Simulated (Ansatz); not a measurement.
# A hypothetical structure for TaBeC, part 2 of 2

Starting from a made-up structure for TaBeC, the aim is the relaxed cell, its shortest contacts and, where a second run follows, its electronic structure.

Ansatz 0.2.0; DFT, PBEsol, plane-wave PAW, files of the set soft_1, scalar-relativistic, no spin, cell and ions relaxed at zero pressure; PAW set soft_1 (the session's first sound run).

So far: Set-up; Relaxing cell and atoms. The relaxed cell has a = 3.088, c = 3.319 Å (conventional setting).

## Step 3: Electronic structure of the relaxed cell

With the geometry fixed, one more self-consistent run, with a narrower smearing and the mesh shown in its input, gives the bands, and its pressure, and its forces where symmetry allows any, show how far the geometry depends on these settings.

This step: DFT, PBEsol, plane-wave PAW, files of the set soft_1, scalar-relativistic, no spin, bands and density of states at the relaxed cell; PAW set soft_1 (Ansatz 0.2.0).

File input.yaml:

```yaml
crystal:
  lattice:
    - [3.0882408194, 0.0, 0.0]
    - [-1.5441204097, 2.6744950026, 0.0]
    - [0.0, 0.0, 3.3194490184]
  atoms:
    - { symbol: Ta, position: [0.0, 0.0, 0.0] }
    - { symbol: C, position: [0.6666666667, 0.3333333333, 0.5] }
    - { symbol: Be, position: [0.3333333333, 0.6666666667, 0.5] }
kpoints:
  mp_grid: { grid: [12, 12, 10] }
  band_path:
    path:
      - [[0.0, 0.0, 0.0], [0.5, 0.0, 0.0], [0.33333333, 0.33333333, 0.0], [0.0, 0.0, 0.0], [0.0, 0.0, 0.5], [0.5, 0.0, 0.5], [0.33333333, 0.33333333, 0.5], [0.0, 0.0, 0.5]]
      - [[0.5, 0.0, 0.5], [0.5, 0.0, 0.0]]
      - [[0.33333333, 0.33333333, 0.0], [0.33333333, 0.33333333, 0.5]]
    npoints: 8
scf:
  occupations: { method: fermi_dirac, width: 0.03 }
  n_extra_bands: 7
hamiltonian:
  xc: pbesol
  pseudopotentials: { kind: paw, azcp: { folder: soft_1 }, xc_functional: pbe }
output:
  forces: true
  stress: true
  write_bands: true
  dos: { projected: true }
  write_density: true
  write_potential: true
  elf: true
  volumetric_format: npy
```

Started as:

```sh
$ ansatz run input.yaml --threads 4 --pin off --max-ram 8192MiB --backend cpu --events-out ev --progress --plain --runs-dir out
```

Numbers of over 12 decimals in the logs are rounded to 6 here.

Log:

```text
[...]
Crystal: 3 atoms, lattice volume = 27.417 Å³
Basis set: ecut = 420 eV, 551 PW (Γ), exchange–correlation on 48×48×48 points (8 copies of the dense FFT grid, shifted against one another)
Bands: 17, of which v1, the nominal top of the filled ones, is band 10 counted from 1 (9 counted from 0)
Symmetry: 12 space group operations
[...]
k-points: 114 of 1440 (time reversal used)
[...]
SCF iter   1: F=—  HF=-10145.487985 eV  |F-HF|=—  |Δ(HF+E_count)|=         —  Δρ=6.08e-2  dr2=1.69e0  ethr=3.10e-3  ⟨swp⟩=5.8  Hψ=9707  notcnv=0
[...]
SCF iter   7: F=-10144.984681 eV  HF=-10144.984681 eV  |F-HF|=4.64e-9  |Δ(HF+E_count)|=   9.18e-9  Δρ=4.40e-6  dr2=6.19e-9  ethr=5.26e-10  ⟨swp⟩=12.2  Hψ=10814  notcnv=0
SCF 1 converged in 7 iterations: F = -10144.984681 eV  dr2 = 6.19e-9
[...]
NSCF: frozen V_eff on 75 k-points
SCF converged after 7 iterations
Free energy (F): -10144.984681 eV
[...]
Internal energy: -10144.981453 eV  (E = F + TS)
E sigma→0 (E₀):  -10144.983067 eV
Entropy (-TS):   -0.003227 eV (-1.076 meV/atom)
Fermi energy:    19.005556 eV
[...]
--- Stress (GPa, compression-positive) ---
        0.536997       0.000000       0.000000
        0.000000       0.536997       0.000000
        0.000000       0.000000      -1.118645
  P = ⅓ Tr σ = -0.0149 GPa (-0.149 kbar)
--- Band table (eV; the first three rows and the last of 114) ---
  k-point 0: bands = [... 6 lower, 14.1983, 14.1983, 14.9200, 20.6796, 20.6796, 20.9315, 20.9315, 21.0177, ... 3 higher]
  k-point 1: bands = [... 6 lower, 14.2942, 14.2942, 15.7251, 19.7553, 19.7553, 21.2587, 21.3442, 21.3442, ... 3 higher]
  k-point 2: bands = [... 6 lower, 14.5685, 14.5685, 16.8012, 18.7534, 18.7534, 20.9394, 20.9394, 21.8109, ... 3 higher]
  k-point 113: bands = [... 6 lower, 12.2704, 13.1768, 15.1568, 21.6803, 22.0077, 22.7016, 23.6268, 24.4275, ... 3 higher]
```

It took 1.9 s on 4 threads of Arm Neoverse V2, shared host; peak memory 0.37 GiB; 6.8 s of CPU time.

This step gave:

```yaml
free_energy: -10144.9847 eV
energy_at_zero_smearing: -10144.9831 eV
smearing_term_ts: 0.003227 eV
fermi_energy: 19.01 eV
pressure: -0.01488 GPa
```

From bands.tsv, the bands that come nearest the Fermi level along the path, at its corners, in eV from the Fermi level:

```
point  band 6  band 7  band 8  band 9  band 10  band 11  band 12  band 13
    Γ   -4.92   -4.81   -4.81   -4.09     1.67     1.67     1.93     1.93
    M   -9.38   -5.84   -4.79   -4.53     0.59     1.41     3.26     3.29
    K   -9.30   -7.25   -5.18   -2.98    -0.70     0.40     1.09     5.91
    Γ   -4.92   -4.81   -4.81   -4.09     1.67     1.67     1.93     1.93
    A  -10.04   -3.49   -3.49   -1.16    -1.16    -0.56    -0.56     0.33
    L   -7.89   -6.79   -6.62   -3.83     2.16     2.39     3.68     4.97
    H   -8.63   -6.74   -5.83   -3.85     2.67     3.00     3.70     4.62
    A  -10.04   -3.49   -3.49   -1.16    -1.16    -0.56    -0.56     0.33
    L   -7.89   -6.79   -6.62   -3.83     2.16     2.39     3.68     4.97
    M   -9.38   -5.84   -4.79   -4.53     0.59     1.41     3.26     3.29
    K   -9.30   -7.25   -5.18   -2.98    -0.70     0.40     1.09     5.91
    H   -8.63   -6.74   -5.83   -3.85     2.67     3.00     3.70     4.62
```

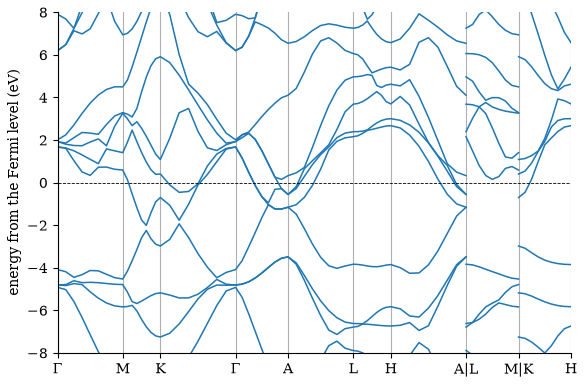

Bands along the path. 5 bands lie wholly below the window drawn.

Counts of states for the cell as run, both spins, by energy window (eV from the Fermi level):

```
from  to  total
  -8  -7   0.78
  -7  -6   1.49
  -6  -5   1.98
  -5  -4   0.89
  -4  -3   1.25
  -3  -2   0.30
  -2  -1   0.19
  -1   0   0.79
   0   1   1.34
   1   2   1.41
   2   3   2.30
   3   4   1.36
   4   5   1.16
   5   6   0.88
```

Below -8 eV lie 11.2 more states.

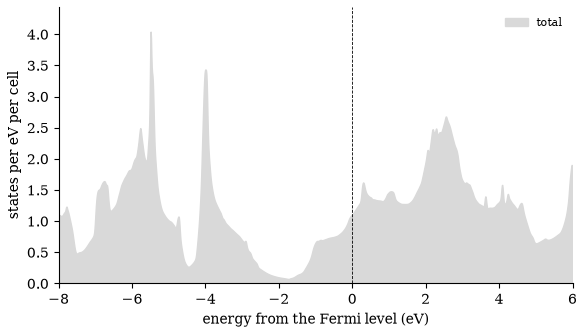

Total density of states, smoothed over about 0.04 eV.

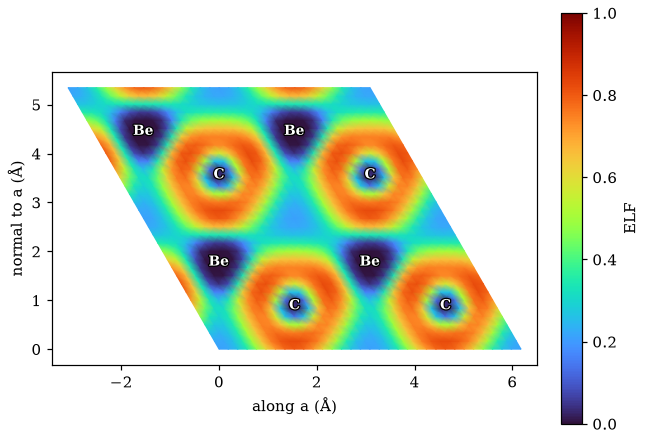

ELF in the ab plane at fractional z = 0.500, with atoms of C and Be within 0.2 Å of it. It is the smooth field of the valence electrons, not physical close to the nuclei.

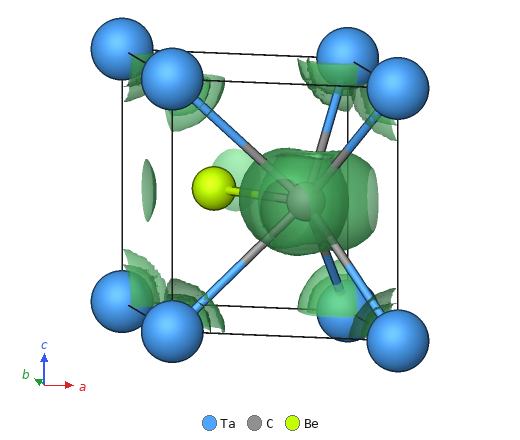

Surface of ELF = 0.74. Bonds to atoms that aren't drawn are left out.

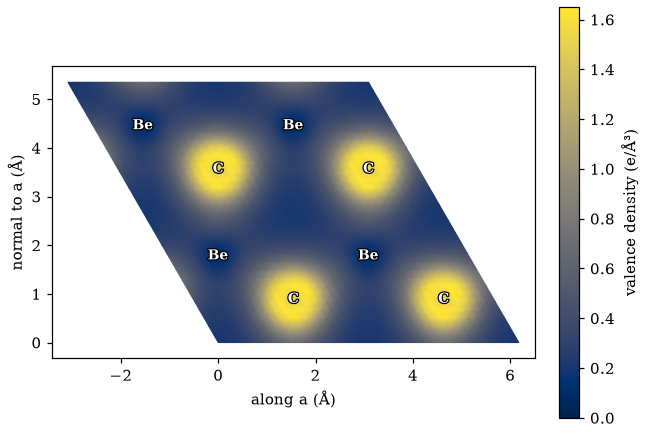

Valence density in the ab plane at fractional z = 0.500, with atoms of C and Be within 0.2 Å of it. It is the smooth field of the valence electrons, not physical close to the nuclei.

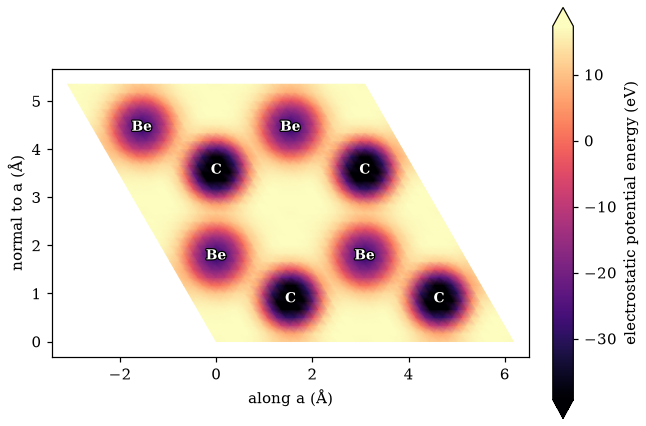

Electrostatic potential energy in the ab plane at fractional z = 0.500, with atoms of C and Be within 0.2 Å of it. With pseudopotentials it is smooth inside the atoms' cores, unlike the true potential.

## Step 4: Outcome

```
space group, relaxed : P-6m2
conventional cell    : a = 3.088, b = 3.088, c = 3.319 Å; α = 90.0°, β = 90.0°, γ = 120.0°
volume per atom      : 9.14 Å³ (guess 10.78)
```

In words: TaBeC relaxes to P-6m2 with a = 3.088, b = 3.088 and c = 3.319 Å. The guessed volume was 18 % too large. The space group P-6m2 was held in the relaxation, so the end point is a stationary structure within it and may be a saddle against distortions or other arrangements. Bands cross the Fermi level, so it is a metal or semimetal at this level. The electron count is odd, which forces that without spin polarisation or a larger cell. On the 12×12×10 mesh with the narrower smearing (relaxed on 9×9×8) the forces vanish, as symmetry may demand, and the largest stress component is 1.119 GPa, against the relaxation's thresholds of 0.015 eV/Å and 0.05 GPa. The cutoff wasn't tested. Spin-orbit coupling is left out, which can matter for elements this heavy. No dispersion term is used, so weakly bound directions may come out too long. The runs have no spin, and magnetism wasn't tested. Nothing here tests whether the compound is stable against decomposition.

[Logs are printed without paths, hosts, clocks, repeated set-up lines and the standing remarks that a program may print on its own settings, such as how far it seeks lower states.]

[Hosts, paths, dates, database ids (printed as entryN), source tags and the programs' standing remarks are cut or masked in the printed files.]
